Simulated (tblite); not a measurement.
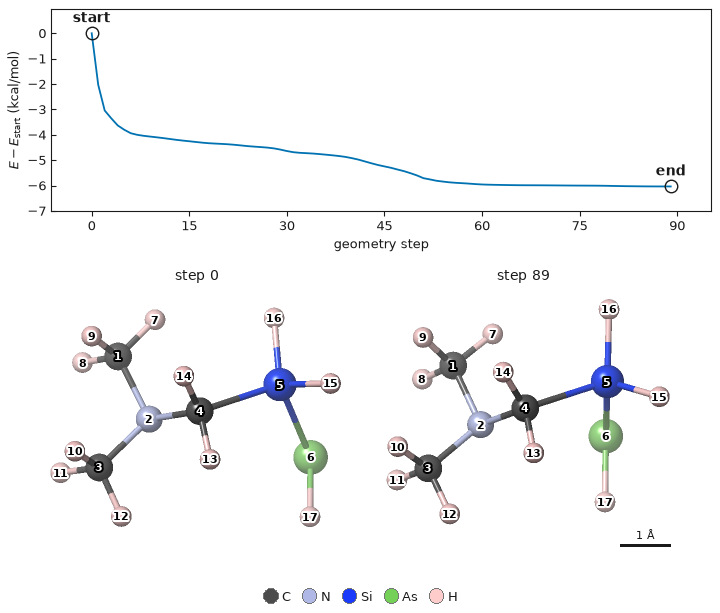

First and last geometry of a relaxation of C$_{3}$H$_{11}$AsNSi (multiplicity 2), with the history of the run. Style: ball-and-stick. Shown face on.

The calculation used GFN2-xTB geometry optimisation, gas phase (tblite). 

Read the history and describe the run.

It converged. The atom that moves furthest after the best rigid fit is H17 (0.88 Å). By element the largest moves are H 0.88 Å, As 0.79 Å, C 0.31 Å, N 0.19 Å, Si 0.13 Å. Among the contacts that change: As6–H17 1.568 → 1.506 Å, C4–Si5 1.865 → 1.916 Å, C4–H13 1.128 → 1.092 Å, C3–H11 1.119 → 1.090 Å. Among the angles between lasting bonds that change: As6–Si5–H15 109.8° → 119.5°, C4–Si5–As6 109.4° → 101.7°, Si5–C4–H14 110.2° → 114.6°. Groups turn about C4–Si5 by about 25°. The energy falls by 6.04 kcal/mol in 89 geometry steps. Cost: 0.52 s on 1 thread of Arm Neoverse V2 (shared host).
